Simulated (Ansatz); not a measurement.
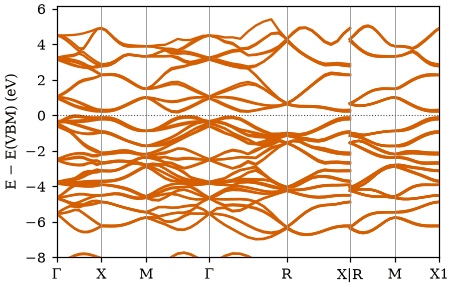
*Band structure from PBEsol with spin–orbit coupling in the plane-wave PAW code Ansatz*

The gap is 0.16 eV; an edge lies off the plotted path or next to a special point (maximum on the Γ–X line, 43 % of the way from Γ, minimum off the standard path).

The material is SiRu in space group P2_13 (No. 198; Ru on 4a, Si on 4a).

The PBEsol relaxation kept the symmetry of its start. The run is not spin-polarised.

Potentials: the later of the program's two PAW sets.
